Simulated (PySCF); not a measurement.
```yaml
atoms:
  - { symbol: N, position_ang: [3.6010, 1.1374, -1.2052] }
  - { symbol: C, position_ang: [2.8364, 0.5465, -0.5920] }
  - { symbol: C, position_ang: [1.8544, -0.1771, 0.1625] }
  - { symbol: C, position_ang: [0.8350, 0.7931, 0.8134] }
  - { symbol: Si, position_ang: [-0.4919, 0.2937, -0.4688] }
  - { symbol: C, position_ang: [-2.1170, -0.4251, 0.2545] }
  - { symbol: N, position_ang: [-3.2794, 0.0060, -0.2785] }
  - { symbol: O, position_ang: [-2.0864, -1.2360, 1.1589] }
  - { symbol: C, position_ang: [0.9088, -0.9711, -0.7749] }
  - { symbol: H, position_ang: [2.3765, -0.8085, 0.8863] }
  - { symbol: H, position_ang: [0.6079, 0.4987, 1.8357] }
  - { symbol: H, position_ang: [1.1703, 1.8277, 0.8282] }
  - { symbol: H, position_ang: [-0.7689, 1.2535, -1.5452] }
  - { symbol: H, position_ang: [-4.1518, -0.3549, 0.0793] }
  - { symbol: H, position_ang: [-3.3061, 0.6731, -1.0270] }
  - { symbol: H, position_ang: [1.2934, -1.0778, -1.7865] }
  - { symbol: H, position_ang: [0.7108, -1.9670, -0.3842] }
```

Geometry: GFN2-xTB.

The calculation used PBE0/pcSseg-1, SCF density, gas phase, non-relativistic in PySCF 2.14.0.

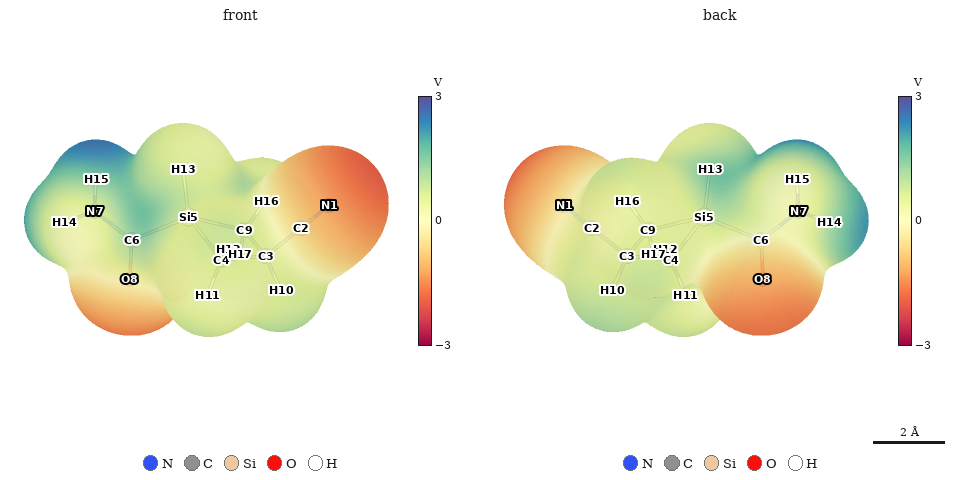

C₅H₈N₂OSi. The molecular electrostatic potential painted on the density surface at 0.002 e/bohr³, seen from the front and from behind; the colour scale runs from red (negative) to blue (positive).

Q: Describe the electrostatic potential map.

A: The most negative region (about −1.9 V) lies over N1, the most positive (about +2.5 V) over H15. N1 is the likeliest acceptor of a hydrogen bond.
